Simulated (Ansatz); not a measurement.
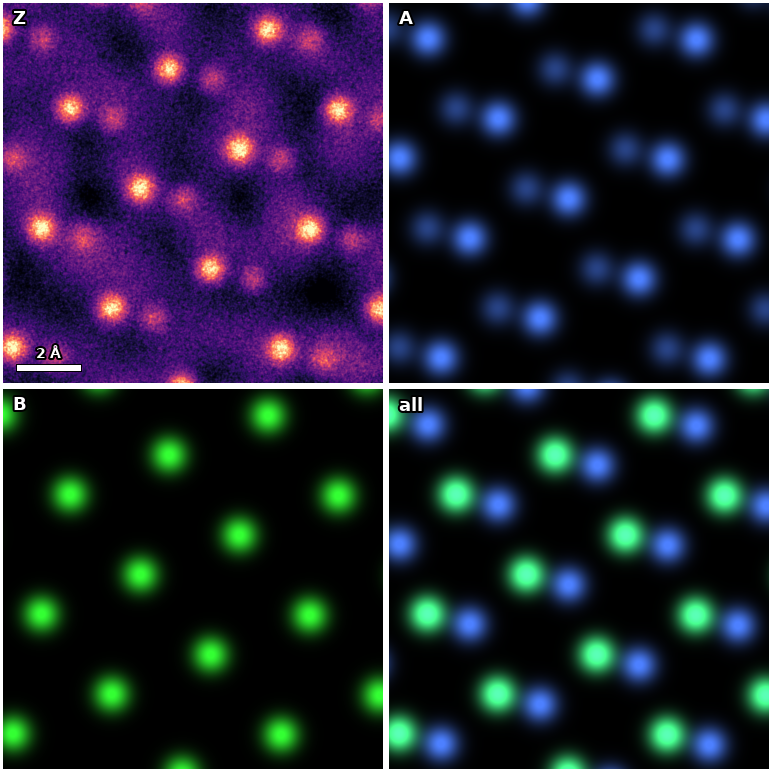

Si3Ge (P-4m2, No. 115) along [111]. Panel Z: The image is simulated as a sum over atoms of Z^1.7, blurred by a 0.68 Å probe (no channelling). The display is stretched by a gamma of 0.8; percentages refer to the linear signal. Shot noise and the speckle of an amorphous layer were added. The other panels are simulated element maps (the number of atoms of one element along the beam, blurred by 0.9 Å; each on its own scale, no channelling); the last overlays them. Structure: the geometry given to an electronic-structure calculation, possibly off equilibrium; the starting structure was generated, so it need not be a known form of this composition.

```
Si Ge
1.0
     3.88810    0.00000    0.00000
     0.00000    3.88810    0.00000
     0.00000    0.00000    5.48368
Si Ge
3 1
Direct
  0.50000 0.00000 0.75488
  0.50000 0.50000 0.00000
  0.00000 0.50000 0.24512
  0.00000 0.00000 0.50000
```

### Which element does each lettered map show?

A: Si, B: Ge. The projected cell (3.37 × 3.37 Å, 110°) holds 2 columns: 1 of Si and 1 of Ge + Si. Columns shared by several elements: Ge + Si.
